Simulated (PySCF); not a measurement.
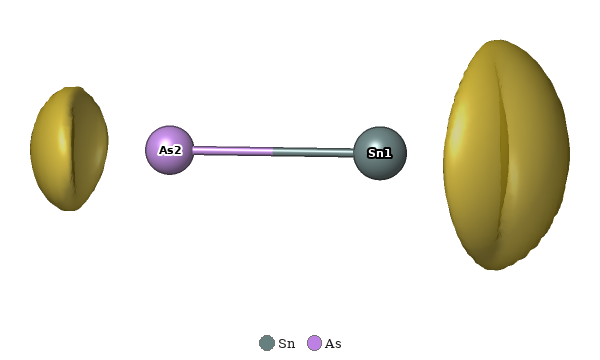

Figure 1: SnAs (doublet). Isosurface of the ELF at 0.85 (yellow), seen from one side. Only the valence region is drawn (cores and ρ < 0.01 e/Å³ removed).

Core potentials replace the inner electrons of Sn.

Theory: PySCF, PBE0/cc-pVDZ(-PP), non-relativistic Hamiltonian with scalar-relativistic core potentials where named, at a bond length of 2.452 Å.

```yaml
atoms:
  - { symbol: Sn, position_ang: [0.0000, 0.0000, -0.9429] }
  - { symbol: As, position_ang: [0.0000, 0.0000, 1.5091] }
```

> Describe the localisation domains.

The ELF exceeds this value in one lobe on As, pointing away from the bonds (non-bonding electrons) and one lobe on Sn, pointing away from the bonds (non-bonding electrons). Along the contacts the grid gives the following. Sn–As (2.45 Å): the ELF peaks at about 0.70 in the valence shell of As, 1.1 Å from its nucleus, and drops to about 0.20 between the two atoms.
